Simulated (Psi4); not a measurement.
# CH3ClFIn (SMILES [CH3][In]([F])[Cl]): CCSD/def2-SVP (core potential)

What is the energy change on altering one bond length of CH3ClFIn at CCSD/def2-SVP (core potential)? 

Program for the calculation: Psi4 1.11.

3 further runs of the same task are left out: 3 set aside as unsound or not needed. Runs told in other sessions of the task aren't counted.

### 1 The structure to begin with

CH3ClFIn: 7 atoms, total charge 0, spin state singlet. As SMILES, `[CH3][In]([F])[Cl]`. Geometry: relaxed at PBE0-D4/def2-TZVP.

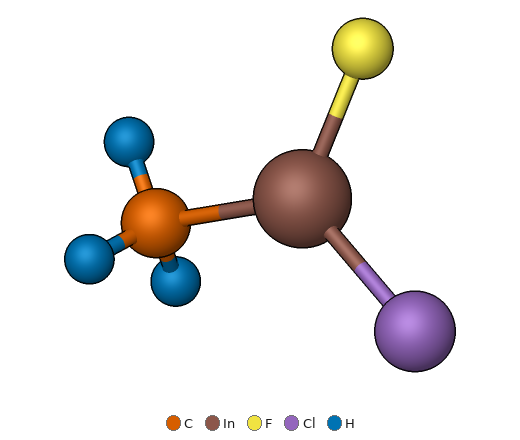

Viewed from a chosen angle; carbon orange, indium brown, fluorine yellow, chlorine purple, hydrogen blue.

### 2 A single-point energy at CCSD/def2-SVP (core potential)

File input.json:

```json
{
 "schema_name": "qcschema_input",
 "schema_version": 1,
 "molecule": {
  "schema_name": "qcschema_molecule",
  "schema_version": 2,
  "symbols": ["C", "In", "F", "Cl", "H", "H", "H"],
  "geometry": [-0.73850497, 1.79788543, 0.80747997, 0.73888291, -1.59889727, -0.72622175, 4.35770844, -2.12688675, -1.13478054, -1.37647651, -5.15649568, -2.14578401, -2.1030762, 2.59459397, -0.51173783, -1.68431289, 1.37137425, 2.5860902, 0.80559025, 3.118804, 1.12476499],
  "molecular_charge": 0,
  "molecular_multiplicity": 1,
  "fix_symmetry": "c1"
 },
 "driver": "energy",
 "model": {
  "method": "ccsd",
  "basis": "def2-SVP"
 },
 "keywords": {
  "reference": "rhf",
  "puream": true,
  "e_convergence": 1e-09,
  "d_convergence": 1e-08,
  "scf_type": "pk",
  "num_frozen_docc": 11
 }
}
```

Command:

```console
$ psi4 --qcschema input.json -n 1 --memory 2200MB
```

stdout:

```text
[...]
    !!!  WARNING: ECP capability is in beta. Please check occupations closely.  !!!
[...]
  Running in c1 symmetry.
[...]
  Nuclear repulsion =  240.938697026497664
[...]
  Multiplicity = 1
[...]
  Nalpha       = 28
  Nbeta        = 28
[...]
    Number of basis functions: 87
[...]
   @RHF iter   1:  -787.42431858669329   -1.88630e+00   6.55353e-03 DIIS/ADIIS
[...]
   @RHF iter  12:  -787.58533433754280   -1.81899e-12   3.53118e-09 DIIS
[...]
    Orbital Energies [Eh]
    ---------------------
    Doubly Occupied:
       1A   -104.769852     2A    -26.199467     3A    -11.261319
       4A    -10.532099     5A     -8.006518     6A     -8.004345
       7A     -8.004171     8A     -5.426460     9A     -3.688570
      10A     -3.682199    11A     -3.679348    12A     -1.450909
      13A     -1.103228    14A     -1.077695    15A     -1.073617
      16A     -1.070919    17A     -1.067600    18A     -1.021750
      19A     -0.941511    20A     -0.605836    21A     -0.589925
      22A     -0.589050    23A     -0.567452    24A     -0.563784
      25A     -0.505500    26A     -0.453824    27A     -0.450987
      28A     -0.429272
[...]
  @RHF Final Energy:  -787.58533433754280
   => Energetics <=
    Nuclear Repulsion Energy =            240.9386970264976640
    One-Electron Energy =               -1643.4136496715389057
    Two-Electron Energy =                 614.8896183074983810
    Total Energy =                       -787.5853343375428040
[...]
 Multipole Moments:
 ------------------------------------------------------------------------------------
     Multipole            Electronic (a.u.)      Nuclear  (a.u.)        Total (a.u.)
 ------------------------------------------------------------------------------------
 L = 1.  Multiply by 2.5417464519 to convert [e a0] to [Debye]
 Dipole X            :          7.9891422           -8.8707143           -0.8815722
 Dipole Y            :          9.3865387           -8.0893705            1.2971683
 Dipole Z            :          3.6067485           -3.0043028            0.6024457
 Magnitude           :                                                    1.6801059
[...]
      * MP2 total energy                      = -788.134156829934454
[...]
      * CCSD total energy                     = -788.167033838841348
[...]
```

The result, in JSON:

```text
{
 "driver": "energy",
 "model": {
  "method": "ccsd",
  "basis": "def2-SVP"
 },
 "success": true,
 "return_result": -788.1670338388413,
 "properties": {
  "calcinfo_nbasis": 87,
  "calcinfo_nmo": 87,
  "calcinfo_nalpha": 28,
  "calcinfo_nbeta": 28,
  "calcinfo_natom": 7,
  "nuclear_repulsion_energy": 240.93869702649766,
  "return_energy": -788.1670338388413,
  "scf_one_electron_energy": -1643.413649671539,
  "scf_two_electron_energy": 614.8896183074984,
  "scf_dipole_moment": [-0.8815721727928683, 1.2971682669208064, 0.6024456798342062],
  "scf_total_energy": -787.5853343375428,
  "scf_iterations": 12,
  "mp2_same_spin_correlation_energy": -0.14326381324099197,
  "mp2_opposite_spin_correlation_energy": -0.40555867914895566,
  "mp2_singles_energy": -7.579673969796244e-28,
  "mp2_doubles_energy": -0.5488224923899476,
  "mp2_correlation_energy": -0.5488224923899476,
  "mp2_total_energy": -788.1341568299345,
  "ccsd_same_spin_correlation_energy": -0.13230168787218916,
  "ccsd_opposite_spin_correlation_energy": -0.4493978134246351,
  "ccsd_singles_energy": 0.0,
  "ccsd_doubles_energy": -0.5816995012968242,
  "ccsd_correlation_energy": -0.5816995012968244,
  "ccsd_total_energy": -788.1670338388413,
  "ccsd_iterations": 18
 }
}
```

Wall time 17 s (1 thread of Intel Xeon 6975P-C (Granite Rapids), shared host); peak memory 0.53 GiB.

### 3 The distorted shape

File job.inp:

```
memory 2200 mb

molecule {
  0 1
  C
  In 1 2.121535
  F 2 1.947314 1 121.76454
  Cl 2 4.1679 3 108.8288 1 -179.96375
  H 1 1.089274 2 109.08969 3 125.2862
  H 1 1.089632 5 109.22358 2 -118.94781
  H 1 1.088322 5 110.36468 6 -121.24898
  symmetry c1
}

set {
  basis           def2-SVP
  puream          true
  e_convergence   1e-09
  d_convergence   1e-08
  scf_type        pk
  num_frozen_docc 11
}

energy_value, wavefunction = energy("ccsd", return_wfn=True)
```

Command:

```console
$ psi4 job.inp job.out -n 1
```

job.out:

```text
[...]
    !!!  WARNING: ECP capability is in beta. Please check occupations closely.  !!!
[...]
  Running in c1 symmetry.
[...]
  Nuclear repulsion =  191.377705087531496
[...]
  Multiplicity = 1
[...]
  Nalpha       = 28
  Nbeta        = 28
[...]
    Number of basis functions: 87
[...]
   @RHF iter   1:  -787.19432935440909   -1.96955e+00   7.03446e-03 ADIIS/DIIS
[...]
   @RHF iter  14:  -787.42787861309864   -2.28511e-11   3.18600e-09 DIIS
[...]
    Orbital Energies [Eh]
    ---------------------
    Doubly Occupied:
       1A   -104.645482     2A    -26.261779     3A    -11.330166
       4A    -10.403392     5A     -7.877820     6A     -7.876027
       7A     -7.876025     8A     -5.510783     9A     -3.770972
      10A     -3.767066    11A     -3.762268    12A     -1.509141
      13A     -1.160784    14A     -1.155468    15A     -1.152839
      16A     -1.151297    17A     -1.143467    18A     -1.002211
      19A     -0.901478    20A     -0.658260    21A     -0.647255
      22A     -0.644316    23A     -0.621508    24A     -0.620586
      25A     -0.518878    26A     -0.323813    27A     -0.323581
      28A     -0.298441
[...]
  @RHF Final Energy:  -787.42787861309864
   => Energetics <=
    Nuclear Repulsion Energy =            191.3777050875314956
    One-Electron Energy =               -1543.7809590517558718
    Two-Electron Energy =                 564.9753753511257628
    Total Energy =                       -787.4278786130986418
[...]
 Multipole Moments:
 ------------------------------------------------------------------------------------
     Multipole            Electronic (a.u.)      Nuclear  (a.u.)        Total (a.u.)
 ------------------------------------------------------------------------------------
 L = 1.  Multiply by 2.5417464519 to convert [e a0] to [Debye]
 Dipole X            :         -0.0395577            0.0373137           -0.0022440
 Dipole Y            :        -30.9859772           28.6123744           -2.3736027
 Dipole Z            :        -22.9845868           18.8479092           -4.1366776
 Magnitude           :                                                    4.7692868
[...]
      * MP2 total energy                      = -787.980586665230589
[...]
      * CCSD total energy                     = -788.021308354647090
[...]
```

It took 24 s on 1 thread of Intel Xeon 6975P-C (Granite Rapids), shared host; peak memory 0.53 GiB.

### 4 Results

Level: CCSD/def2-SVP (core potential), 11 core orbitals frozen.

| quantity | value |
| --- | --- |
| first shape: total energy | -788.16703 Eh |
| first shape: HOMO energy (Hartree–Fock orbitals) | -11.68 eV |
| first shape: LUMO energy (Hartree–Fock orbitals) | 1.34 eV |
| first shape: HOMO–LUMO gap (Hartree–Fock orbitals) | 13.02 eV |
| first shape: correlation energy (11 core orbitals frozen) | -581.7 mEh |
| first shape: T1 diagnostic | 0.012 |
| distorted shape: total energy | -788.02131 Eh |
| distorted shape: HOMO energy (Hartree–Fock orbitals) | -8.12 eV |
| distorted shape: LUMO energy (Hartree–Fock orbitals) | -2.28 eV |
| distorted shape: HOMO–LUMO gap (Hartree–Fock orbitals) | 5.84 eV |
| distorted shape: correlation energy (11 core orbitals frozen) | -593.4 mEh |
| distorted shape: T1 diagnostic | 0.050 |
| energy change with the In2–Cl4 bond stretched from 2.316 to 4.168 Å | 3.965 eV |

**Reading.** With the In2–Cl4 bond stretched from 2.316 to 4.168 Å the energy rises by 3.97 eV (91 kcal/mol). The first shape isn't relaxed at this level, so the change isn't measured from a minimum. A restricted reference can't describe the breaking bond well at this length. The T1 diagnostic (distorted shape) of 0.050 is above the customary mark for such species, so a single reference may not serve.
